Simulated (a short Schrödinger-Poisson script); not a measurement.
Stack: MOS inversion layer, SiO2 on p-type Si(100), at 150 K.

```tsv
layer	material	thickness (nm)	Na (cm⁻³)
1	SiO2	2.6	-
2	Si	300	2e18
```

The device is made up for the run: typed textbook-type constants, with dimensions and the other settings drawn at random. SiO2: permittivity 3.9, conduction-band edge (eV) 3.15, gap (eV) 9, electron mass (mₑ) 0.5. Si: permittivity 11.7, conduction-band edge (eV) 0, gap (eV) 1.124, Nv at 300 K (cm⁻³) 3.1e19.

Channel valleys (confinement mass, in-plane density-of-states mass, number): Δ2 0.916, 0.19, 2; Δ4 0.19, 0.417, 4. At the gate the conduction-band edge of layer 1 lies 3.46 eV − eVg above the Fermi level of the channel; the field vanishes at the back. Gaps are held at their typed values at every temperature. Mesh 0.03 nm at interfaces.

From a short Schrödinger-Poisson script (our own, NumPy): 1D Poisson equation in equilibrium, electrons quantum, Hartree (BenDaniel-Duke, 12 states a valley, the channel's in-plane mass for all, wave functions ending at the dielectric), parabolic valleys, classical holes, full ionisation, no traps, pinning or gate leakage.

Only gate voltages with over 1e8 electrons/cm² are shown.

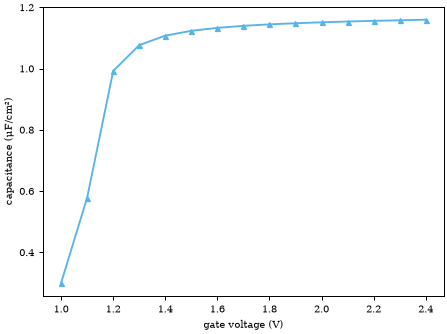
Figure. Quasi-static capacitance against gate voltage

| Vg (V) | electrons (cm⁻²) | C (μF/cm²) | Δ2 E0 (meV) | Δ2 E1 (meV) | Δ4 E0 (meV) | Δ4 E1 (meV) |
|---|---|---|---|---|---|---|
| 1 | 3.16e8 | 0.300 | 113.5 | 223.3 | 214.7 | 392.6 |
| 1.1 | 6.12e10 | 0.579 | 45.2 | 157.7 | 149.0 | 331.3 |
| 1.2 | 5.19e11 | 0.992 | 16.1 | 130.6 | 122.1 | 306.5 |
| 1.3 | 1.15e12 | 1.08 | 3.8 | 120.1 | 111.9 | 297.2 |
| 1.4 | 1.82e12 | 1.11 | -4.5 | 113.6 | 105.6 | 291.7 |
| 1.5 | 2.50e12 | 1.12 | -11.2 | 108.6 | 101.0 | 287.7 |
| 1.6 | 3.20e12 | 1.13 | -17.1 | 104.4 | 97.1 | 284.3 |
| 1.7 | 3.90e12 | 1.14 | -22.5 | 100.7 | 93.6 | 281.3 |
| 1.8 | 4.61e12 | 1.14 | -27.5 | 97.2 | 90.4 | 278.6 |
| 1.9 | 5.32e12 | 1.15 | -32.4 | 93.8 | 87.3 | 276.0 |
| 2 | 6.03e12 | 1.15 | -37.2 | 90.6 | 84.3 | 273.4 |
| 2.1 | 6.75e12 | 1.15 | -41.9 | 87.4 | 81.4 | 271.0 |
| 2.2 | 7.46e12 | 1.16 | -46.5 | 84.3 | 78.5 | 268.5 |
| 2.3 | 8.18e12 | 1.16 | -51.1 | 81.2 | 75.7 | 266.0 |
| 2.4 | 8.90e12 | 1.16 | -55.6 | 78.1 | 72.8 | 263.6 |

Subbands count from the Fermi level.
